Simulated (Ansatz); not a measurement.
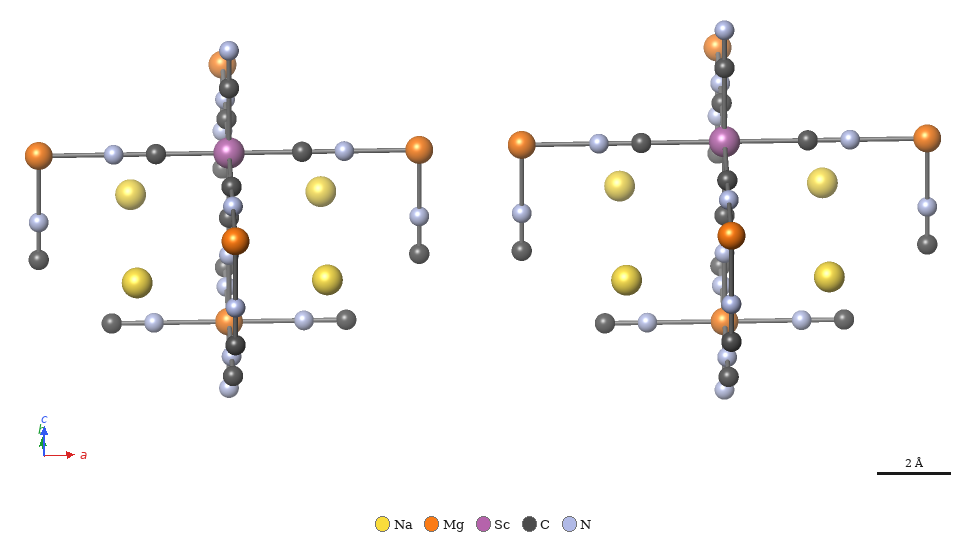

Two geometries of a crystal of Na2MgScC6N6 (a generated structure, set up in Fm-3m) (coarse preliminary run), drawn at one scale. One is the start of a relaxation, the other its converged end. A ball-and-stick model of the atoms within 5.8 Å of the atom that moves most (axes of the conventional cell (4 times the calculation's cell)), seen from a free direction. Lengths and directions refer to the drawn axes.

Computed with DFT PBE, scalar-relativistic, plane waves, PAW (Ansatz 0.2.0). Set-up: plane-wave cutoff 420 eV; k-point mesh 4 × 4 × 4; occupations gaussian; smearing width 0.1 eV; no spin polarisation; cell and atoms relaxed; force threshold 0.04 eV/Å; at most 70 steps.

Question: Which geometry has the lower energy?

Answer: The right one is the relaxed one. The largest moves relative to the cell, 0.15 Å, are those of C atoms. By element the largest moves are C 0.15 Å, N 0.08 Å. Sc and Na and Mg stay in place. The volume changes by +21.0 %, with a = b = c 10.534 → 11.226 Å (+6.6 %). Among the contacts that change: C–Sc 2.022 → 2.304 Å, Mg–N 2.075 → 2.135 Å. The space group stays Fm-3m (No. 225). After 4 accepted moves (6 points after the start) the energy has fallen by 2.914 eV per cell of the calculation. The largest force component goes from 3 to 0.018 eV/Å. The pressure goes from 11.15 to 0.15 GPa. At 2 points the geometry stayed and the basis and grid were re-selected for the new cell (energy shift of 0.212 eV per cell of the calculation at most each time). Cost: 100 s on 1 thread of Arm Neoverse V2 (shared host), peak memory 0.62 GiB.
